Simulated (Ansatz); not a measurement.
# BBrF2 + HF: a complex and its separated parts, part 2 of 2

Ansatz 0.2.0, Gaussian basis. Earlier steps stand in the parts before.

### Step 14. wB97X-V/def2-TZVPP

The inputs:

parta/in.yaml

```yaml
crystal:
  periodic: [false, false, false]
  atoms:
    - {symbol: B, position_ang: [-0.880143, -0.209505, 0.214019]}
    - {symbol: Br, position_ang: [-0.047278, 0.052624, 1.904720]}
    - {symbol: F, position_ang: [-0.900263, -1.396506, -0.337524]}
    - {symbol: F, position_ang: [-1.439897, 0.794994, -0.411464]}
basis:
  gaussian: {orbitals: def2-TZVPP}
hamiltonian: {xc: {name: wB97X-V}}
```

partb/in.yaml

```yaml
crystal:
  periodic: [false, false, false]
  atoms:
    - {symbol: H, position_ang: [1.914202, 0.460243, -0.329315]}
    - {symbol: F, position_ang: [1.353377, 0.298151, -1.040435]}
basis:
  gaussian: {orbitals: def2-TZVPP}
hamiltonian: {xc: {name: wB97X-V}}
```

The same command starts each run, in its folder.

Run with:

```console
ansatz run in.yaml --threads 4 --pin off --events-out ev --progress --plain --max-ram 9574MiB
```

Output in parta, shortened:

```text
Functional definition: wB97X-V
  name "wB97X-V"
  cite "Mardirossian & Head-Gordon, Phys. Chem. Chem. Phys. 16, 9904 (2014) doi:10.1039/C3CP54374A"
  cite "Becke, J. Chem. Phys. 107, 8554 (1997) doi:10.1063/1.475007"
  cite "Vydrov & Van Voorhis, J. Chem. Phys. 133, 244103 (2010) doi:10.1063/1.3521275"
[...]
      + integral(e_c_pw_opposite_spin*poly(b97_u_opposite, cos0, cos1)) + vv10(b, c)
894 factors; their error is unknown
151 factors; integrals over basis functions are off by at most 5.5e-5 eV
[...]
mean field -76154.81624396 eV, -2798.6378773769 hartree, gradient 2.0e-5 eV, S^2 0.000000; 0 other end points of the search recorded, 0 dependent functions left out
reference -76154.81624241 eV, -2798.6378773200 hartree; 29, 29 occupied and 112, 112 virtual orbitals, 894 factors
Total energy: -76154.81624241 eV, -2798.6378773200 hartree
```

Output in partb, shortened:

```text
[... 5 set-up lines as earlier in the session ...]
[...]
      + integral(e_c_pw_opposite_spin*poly(b97_u_opposite, cos0, cos1)) + vv10(b, c)
215 factors; their error is unknown
48 factors; integrals over basis functions are off by at most 2.2e-5 eV
[...]
mean field -2733.49560696 eV, -100.4541107257 hartree, gradient 1.0e-5 eV, S^2 0.000000; 0 other end points of the search recorded, 0 dependent functions left out
reference -2733.49560636 eV, -100.4541107039 hartree; 5, 5 occupied and 40, 40 virtual orbitals, 215 factors
Total energy: -2733.49560636 eV, -100.4541107039 hartree
```

They took 3.1 s (parta), 0.31 s (partb) on 4 threads of Arm Neoverse V1, shared host.

### Step 15. wB97M-V/def2-TZVPP

The same edit goes into each in.yaml of step 14 (parta, partb):

```diff
-hamiltonian: {xc: {name: wB97X-V}}
+hamiltonian: {xc: {name: wB97M-V}}
```

Each run has its own folder and the same command.

Run with:

```console
ansatz run in.yaml --threads 4 --pin off --events-out ev --progress --plain --max-ram 9574MiB
```

Output in parta, shortened:

```text
Functional definition: wB97M-V
  name "wB97M-V"
  cite "Mardirossian & Head-Gordon, J. Chem. Phys. 144, 214110 (2016) doi:10.1063/1.4952647"
[... 2 set-up lines as earlier in the session ...]
  # Of w^i u^j: cxij and so on, Table III.
[...]
  gx(w, u) = 1 - cx + cx01*u + cx10*w
[...]
      + integral(e_c_pw_mod_opposite_spin*gos(b97_w_opposite, b97_u_opposite)) + vv10(b, c)
889 factors; their error is unknown
151 factors; integrals over basis functions are off by at most 5.5e-5 eV
[...]
mean field -76157.94849152 eV, -2798.7529853517 hartree, gradient 1.0e-5 eV, S^2 0.000000; 0 other end points of the search recorded, 0 dependent functions left out
reference -76157.94852973 eV, -2798.7529867561 hartree; 29, 29 occupied and 112, 112 virtual orbitals, 889 factors
Total energy: -76157.94852973 eV, -2798.7529867561 hartree
```

Log of partb, shortened:

```text
[... 5 set-up lines as earlier in the session ...]
  # Of w^i u^j: cxij and so on, Table III.
[...]
  gx(w, u) = 1 - cx + cx01*u + cx10*w
[...]
      + integral(e_c_pw_mod_opposite_spin*gos(b97_w_opposite, b97_u_opposite)) + vv10(b, c)
215 factors; their error is unknown
48 factors; integrals over basis functions are off by at most 2.2e-5 eV
[...]
mean field -2733.67553270 eV, -100.4607228749 hartree, gradient 1.2e-5 eV, S^2 0.000000; 0 other end points of the search recorded, 0 dependent functions left out
reference -2733.67554737 eV, -100.4607234138 hartree; 5, 5 occupied and 40, 40 virtual orbitals, 215 factors
Total energy: -2733.67554737 eV, -100.4607234138 hartree
```

Wall times: 3.8 s (parta), 0.35 s (partb) on 4 threads of Arm Neoverse V1, shared host.

### Step 16. B2PLYP/def2-TZVPP

The same edit goes into each in.yaml of step 15 (parta, partb):

```diff
-hamiltonian: {xc: {name: wB97M-V}}
+hamiltonian: {xc: {name: B2PLYP}}
```

One command serves all of them, each in its own folder.

Run with:

```console
ansatz run in.yaml --threads 4 --pin off --events-out ev --progress --plain --max-ram 9574MiB
```

Output in parta, shortened:

```text
Functional definition: B2PLYP
  name "B2PLYP"
  cite "Grimme, J. Chem. Phys. 124, 034108 (2006) doi:10.1063/1.2148954"
[... 2 set-up lines as earlier in the session ...]
[...]
947 factors; integrals over basis functions are off by at most 8.0e-4 eV
[...]
mean field -76141.97113338 eV, -2798.1658282699 hartree, gradient 9.4e-6 eV, S^2 0.000000; 0 other end points of the search recorded, 0 dependent functions left out
12 core orbitals not correlated: weight in the atoms' cores, before any rotation towards them, 1.000 or more for the frozen orbitals, at most 0.000 for the correlated occupied ones
reference -76141.97125890 eV, -2798.1658328828 hartree; 17, 17 occupied and 112, 112 virtual orbitals, 947 factors
second order -27.74799754 eV of doubles, -0.00000000 eV of singles
Total energy: -76149.46321824 eV, -2798.4411573102 hartree
```

Output in partb, shortened:

```text
[... 5 set-up lines as earlier in the session ...]
[...]
287 factors; integrals over basis functions are off by at most 1.0e-3 eV
[...]
mean field -2730.72523490 eV, -100.3523014306 hartree, gradient 1.4e-6 eV, S^2 0.000000; 0 other end points of the search recorded, 0 dependent functions left out
1 core orbitals not correlated: weight in the atoms' cores, before any rotation towards them, 1.000 or more for the frozen orbitals, at most 0.000 for the correlated occupied ones
reference -2730.72529160 eV, -100.3523035144 hartree; 4, 4 occupied and 40, 40 virtual orbitals, 287 factors
second order -8.59404628 eV of doubles, -0.00000000 eV of singles
Total energy: -2733.04568410 eV, -100.4375763658 hartree
```

They took 1.9 s (parta), 0.2 s (partb) on 4 threads of Arm Neoverse V1, shared host.

### Step 17. PBE-QIDH/def2-TZVPP

The same edit goes into each in.yaml of step 16 (parta, partb):

```diff
-hamiltonian: {xc: {name: B2PLYP}}
+hamiltonian: {xc: {name: PBE-QIDH}}
```

The same command starts each run, in its folder.

Run with:

```console
ansatz run in.yaml --threads 4 --pin off --events-out ev --progress --plain --max-ram 9574MiB
```

Output in parta, shortened:

```text
Functional definition: PBE-QIDH
  name "PBE-QIDH"
  cite "Brémond, Sancho-García, Pérez-Jiménez & Adamo, J. Chem. Phys. 141, 031101 (2014) doi:10.1063/1.4890314"
[... 1 set-up line as earlier in the session ...]
[...]
947 factors; integrals over basis functions are off by at most 8.0e-4 eV
[...]
mean field -76131.33248057 eV, -2797.7748649906 hartree, gradient 2.7e-6 eV, S^2 0.000000; 0 other end points of the search recorded, 0 dependent functions left out
12 core orbitals not correlated: weight in the atoms' cores, before any rotation towards them, 1.000 or more for the frozen orbitals, at most 0.000 for the correlated occupied ones
reference -76131.33248953 eV, -2797.7748653197 hartree; 17, 17 occupied and 112, 112 virtual orbitals, 947 factors
second order -25.97897867 eV of doubles, -0.00000000 eV of singles
Total energy: -76139.99214909 eV, -2798.0931019387 hartree
```

partb printed, shortened:

```text
[... 4 set-up lines as earlier in the session ...]
[...]
287 factors; integrals over basis functions are off by at most 1.0e-3 eV
[...]
mean field -2728.92249312 eV, -100.2860518922 hartree, gradient 3.8e-6 eV, S^2 0.000000; 0 other end points of the search recorded, 0 dependent functions left out
1 core orbitals not correlated: weight in the atoms' cores, before any rotation towards them, 1.000 or more for the frozen orbitals, at most 0.000 for the correlated occupied ones
reference -2728.92249648 eV, -100.2860520154 hartree; 4, 4 occupied and 40, 40 virtual orbitals, 287 factors
second order -8.07154573 eV of doubles, -0.00000000 eV of singles
Total energy: -2731.61301172 eV, -100.3849266269 hartree
```

Wall times: 1.9 s (parta), 0.22 s (partb) on 4 threads of Arm Neoverse V1, shared host.

### Step 18. RPA on PBE/def2-TZVPP

Each input of step 17 (parta, partb) changes in the same lines:

```diff
-hamiltonian: {xc: {name: PBE-QIDH}}
+hamiltonian: {xc: pbe}
+correlation: {method: rpa}
```

The same command starts each run, in its folder.

Run with:

```console
ansatz run in.yaml --threads 4 --pin off --events-out ev --progress --plain --max-ram 9574MiB
```

Output in parta, shortened:

```text
[... 4 set-up lines as earlier in the session ...]
[...]
947 factors; integrals over basis functions are off by at most 8.0e-4 eV
[...]
mean field -76146.52479290 eV, -2798.3331721707 hartree, gradient 4.7e-6 eV, S^2 0.000000; 0 other end points of the search recorded, 0 dependent functions left out
12 core orbitals not correlated: weight in the atoms' cores, before any rotation towards them, 1.000 or more for the frozen orbitals, at most 0.000 for the correlated occupied ones
reference -76088.26051763 eV, -2796.1919995477 hartree; 17, 17 occupied and 112, 112 virtual orbitals, 947 factors
Total energy: -76123.10596274 eV, -2797.4725460362 hartree
```

partb printed, shortened:

```text
[... 4 set-up lines as earlier in the session ...]
[...]
287 factors; integrals over basis functions are off by at most 1.0e-3 eV
[...]
mean field -2731.84357889 eV, -100.3933998140 hartree, gradient 9.2e-7 eV, S^2 0.000000; 0 other end points of the search recorded, 0 dependent functions left out
1 core orbitals not correlated: weight in the atoms' cores, before any rotation towards them, 1.000 or more for the frozen orbitals, at most 0.000 for the correlated occupied ones
reference -2722.68123313 eV, -100.0566898180 hartree; 4, 4 occupied and 40, 40 virtual orbitals, 287 factors
Total energy: -2733.63265872 eV, -100.4591472851 hartree
```

Wall times: 1.7 s (parta), 0.26 s (partb) on 4 threads of Arm Neoverse V1, shared host.

### Step 19. CCSD(T)/def2-TZVPP

The same edit goes into each in.yaml of step 18 (parta, partb):

```diff
-hamiltonian: {xc: pbe}
-correlation: {method: rpa}
+correlation: {method: ccsd_t}
```

One command serves all of them, each in its own folder.

Run with:

```console
ansatz run in.yaml --threads 4 --pin off --events-out ev --progress --plain --max-ram 9574MiB
```

Output in parta, shortened:

```text
Functional definition: HF
  name "HF"
  cite "Fock, Z. Phys. 61, 126 (1930) doi:10.1007/BF01340294"
[... 1 set-up line as earlier in the session ...]
[...]
947 factors; integrals over basis functions are off by at most 8.0e-4 eV
[...]
mean field -76089.64196796 eV, -2796.2427669109 hartree, gradient 1.4e-6 eV, S^2 0.000000; 0 other end points of the search recorded, 0 dependent functions left out
12 core orbitals not correlated: weight in the atoms' cores, before any rotation towards them, 1.000 or more for the frozen orbitals, at most 0.000 for the correlated occupied ones
reference -76089.64196796 eV, -2796.2427669109 hartree; 17, 17 occupied and 112, 112 virtual orbitals, 947 factors
second order -23.43671199 eV of doubles, -0.00000000 eV of singles
cycle   1  -23.06884930 eV  change    3.7e-1 eV  update   9.3e-2
[...]
cycle   8  -23.59302777 eV  change    4.1e-5 eV  update   2.4e-5
perturbative correction -0.75069647 eV, -0.0275875865 hartree
Total energy: -76113.98569221 eV, -2797.1373822761 hartree
```

Output in partb, shortened:

```text
[... 4 set-up lines as earlier in the session ...]
[...]
287 factors; integrals over basis functions are off by at most 1.0e-3 eV
[...]
mean field -2722.91269751 eV, -100.0651959770 hartree, gradient 4.5e-6 eV, S^2 0.000000; 0 other end points of the search recorded, 0 dependent functions left out
1 core orbitals not correlated: weight in the atoms' cores, before any rotation towards them, 1.000 or more for the frozen orbitals, at most 0.000 for the correlated occupied ones
reference -2722.91269751 eV, -100.0651959770 hartree; 4, 4 occupied and 40, 40 virtual orbitals, 287 factors
second order -7.36486655 eV of doubles, -0.00000000 eV of singles
cycle   1  -7.29622320 eV  change    6.9e-2 eV  update   3.9e-2
[...]
cycle   8  -7.43090566 eV  change    4.4e-7 eV  update   3.3e-6
perturbative correction -0.17033899 eV, -0.0062598425 hartree
Total energy: -2730.51394217 eV, -100.3445365658 hartree
```

Times: 8 s (parta), 0.31 s (partb) on 4 threads of Arm Neoverse V1, shared host; peak memory 0.68 GiB.

### Step 20. Vibrations of BBrF2

vib-parta/in.yaml

```yaml
crystal:
  periodic: [false, false, false]
  atoms:
    - {symbol: B, position_ang: [-0.880143, -0.209505, 0.214019]}
    - {symbol: Br, position_ang: [-0.047278, 0.052624, 1.904720]}
    - {symbol: F, position_ang: [-0.900263, -1.396506, -0.337524]}
    - {symbol: F, position_ang: [-1.439897, 0.794994, -0.411464]}
basis:
  gaussian: {orbitals: def2-TZVP}
hamiltonian: {xc: pbe0, dispersion: d4}
phonons: {temperatures: {t_min: 298.15, t_max: 900, t_step: 200}}
```

Run with:

```console
ansatz run in.yaml --threads 4 --pin off --events-out ev --progress --plain --max-ram 9574MiB
```

The program printed, shortened:

```text
[... 5 set-up lines as earlier in the session ...]
[...]
894 factors; their error is unknown
[...]
mean field -76149.05856783 eV, -2798.4262866819 hartree, gradient 2.1e-5 eV, S^2 0.000000; 0 other end points of the search recorded, 0 dependent functions left out
[...]
Atom 1 at    -0.047278     0.052624     1.904720 Å, force    -0.001649    -0.000523    -0.003463 eV/Å
Atom 2 at    -0.900263    -1.396506    -0.337524 Å, force     0.000887     0.000515     0.001740 eV/Å
Atom 3 at    -1.439897     0.794994    -0.411464 Å, force     0.000997     0.000067     0.001755 eV/Å
Dipole moment:     0.024597     0.007741     0.049908 e Å
Vibrations: 295.10 352.39 570.67 635.32 1229.00 1457.86 cm⁻¹, zero-point energy 0.281465 eV
```

It took 18 s on 4 threads of Arm Neoverse V1, shared host.

Wavenumbers and character of the modes:

```
mode  wavenumber (cm⁻¹)               character
   1                295                    bend
   2                352  bend with B–Br stretch
   3                571       out-of-plane bend
   4                635  bend with B–Br stretch
   5               1229             B–F stretch
   6               1458             B–F stretch
```

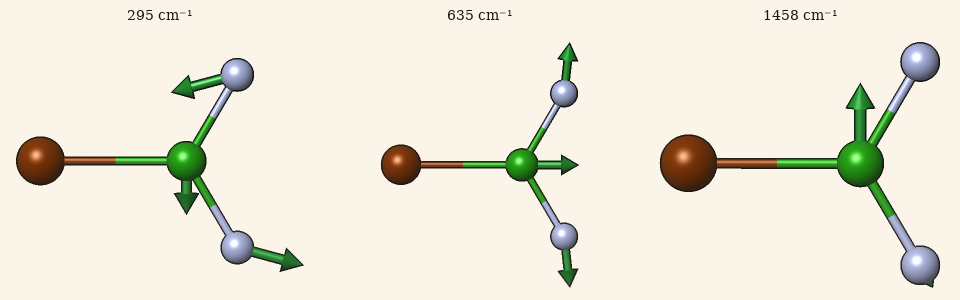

Displacements of 3 modes, as arrows.

Vibrational sums (real modes only):

```
T (K)  entropy (J/mol/K)  heat capacity (J/mol/K)
  298               14.8                     23.3
  498               29.6                     33.9
  698               42.0                     39.8
  898               52.5                     43.1
```

### Step 21. Vibrations of HF

vib-partb/in.yaml

```yaml
crystal:
  periodic: [false, false, false]
  atoms:
    - {symbol: H, position_ang: [1.914202, 0.460243, -0.329315]}
    - {symbol: F, position_ang: [1.353377, 0.298151, -1.040435]}
basis:
  gaussian: {orbitals: def2-TZVP}
hamiltonian: {xc: pbe0, dispersion: d4}
phonons: {temperatures: {t_min: 298.15, t_max: 900, t_step: 200}}
```

Run with:

```console
ansatz run in.yaml --threads 4 --pin off --events-out ev --progress --plain --max-ram 9574MiB
```

The program printed, shortened:

```text
[... 5 set-up lines as earlier in the session ...]
[...]
200 factors; their error is unknown
[...]
mean field -2731.80169997 eV, -100.3918607921 hartree, gradient 6.9e-6 eV, S^2 0.000000; 0 other end points of the search recorded, 0 dependent functions left out
[...]
reference -2731.80151970 eV, -100.3918541675 hartree; 5, 5 occupied and 32, 32 virtual orbitals, 200 factors
Total energy: -2731.80322170 eV, -100.3919167147 hartree
Atom 0 at     1.914202     0.460243    -0.329315 Å, force     0.000157     0.000045     0.000199 eV/Å
Atom 1 at     1.353377     0.298151    -1.040435 Å, force    -0.000157    -0.000045    -0.000199 eV/Å
Dipole moment:     0.244326     0.070616     0.309802 e Å
Vibrations: 4152.94 cm⁻¹, zero-point energy 0.257449 eV
```

Run time: 1.1 s. Hardware: 4 threads of Arm Neoverse V1, shared host.

The modes, with what each moves most:

```
mode  wavenumber (cm⁻¹)    character
   1               4153  F–H stretch
```

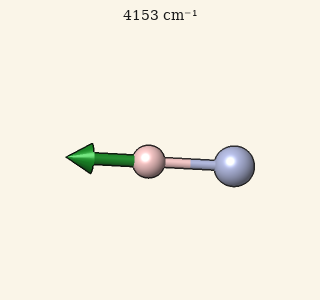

How the atoms move in 1 of the modes.

Vibrational sums (real modes only):

```
T (K)  entropy (J/mol/K)  heat capacity (J/mol/K)
  298                0.0                      0.0
  498                0.0                      0.0
  698                0.0                      0.1
  898                0.1                      0.5
```

### Step 22. Complex less separated parts

The complex's own energies come from single points at the same levels.

Rows are in def2-TZVPP; times add the 3 runs of a level on a shared host, so small differences are noise.

Differences are taken before rounding.

```
      method                    rung  complex less parts (kJ/mol)  from CCSD(T) (kJ/mol)   time
       SPW92                     LDA                        -25.0                  -12.5  1.4 s
      PBE-D4                     GGA                        -15.6                   -3.0  2.2 s
     BLYP-D4                     GGA                        -14.1                   -1.5  2.2 s
   r2SCAN-D4                meta-GGA                        -17.5                   -5.0  4.8 s
      B97M-V                meta-GGA                        -16.8                   -4.3    8 s
     PBE0-D4                  hybrid                        -14.2                   -1.7  3.4 s
    B3LYP-D4                  hybrid                        -14.0                   -1.5  3.7 s
  r2SCAN0-D4                  hybrid                        -16.3                   -3.7  6.6 s
    BHLYP-D4                  hybrid                        -14.9                   -2.3  3.5 s
CAM-B3LYP-D4  range-separated hybrid                        -15.9                   -3.4    4 s
     wB97X-V  range-separated hybrid                        -15.9                   -3.4  8.9 s
     wB97M-V  range-separated hybrid                        -17.0                   -4.5   11 s
      B2PLYP           double hybrid                        -10.9                   +1.7  5.9 s
    PBE-QIDH           double hybrid                        -12.1                   +0.5  6.2 s
  RPA on PBE                     RPA                        -10.0                   +2.6  5.6 s
Hartree-Fock            wavefunction                         -5.1                   +7.5       
         MP2            wavefunction                        -12.5                    0.0       
        CCSD            wavefunction                        -11.3                   +1.2       
     CCSD(T)            wavefunction                        -12.6                      0   40 s
```

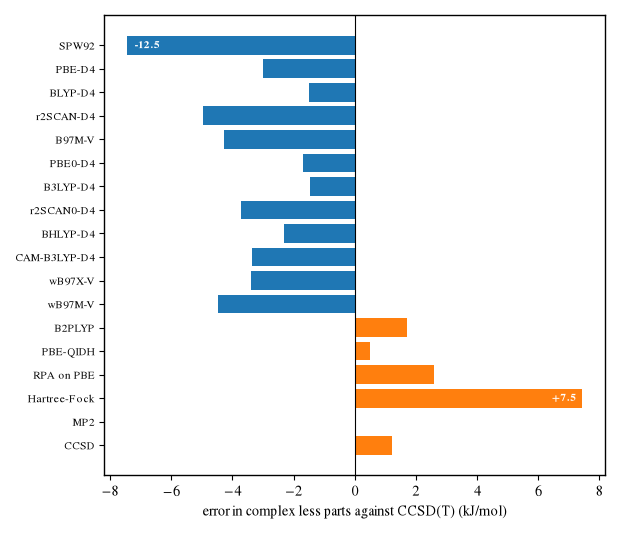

Error of each method against CCSD(T). Bars with a number in them are cut short.

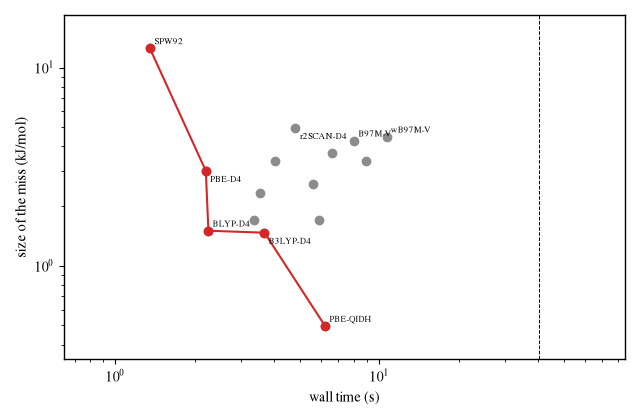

Accuracy for the time spent; red marks the levels that beat every quicker one drawn (of those quicker than the yardstick), and the dashed line is the time of CCSD(T). Only those levels and the largest misses are named. Times are from a shared host.

PBE-QIDH reaches 0.5 kJ/mol from the reference in 6.2 s, where CCSD(T) took 40 s; the quickest level in the cost chart, SPW92, takes 1.4 s and misses by 12.5 kJ/mol.

The complex's zero-point energy, from a separate PBE0-D4 run, is 0.574 eV.

### Step 23. Outcome

The summary covers parts 1 to 2.

| quantity | value |
| --- | --- |
| complex less parts, CCSD(T)/def2-TZVPP | -12.6 kJ/mol |
| with zero-point energy | -9.1 kJ/mol |
| largest T1 diagnostic | 0.011 |

**Reading.** At CCSD(T) the complex lies 12.6 kJ/mol below its parts. Among the functionals PBE-QIDH lands nearest to CCSD(T) (+0.5 kJ/mol) and SPW92 farthest (-12.5 kJ/mol). Mean unsigned error by rung: LDA 12.5, GGA 2.3, meta-GGA 4.6, hybrid 2.3, range-separated hybrid 3.7, double hybrid 1.1 kJ/mol. PBE-D4 gives a relative energy 3.0 kJ/mol too low, inside chemical accuracy (1 kcal/mol, 4.2 kJ/mol). No counterpoise was applied, and triple zeta lacks some correlation, so the CCSD(T) reference has a basis error of its own, and close matches with it are partly luck.
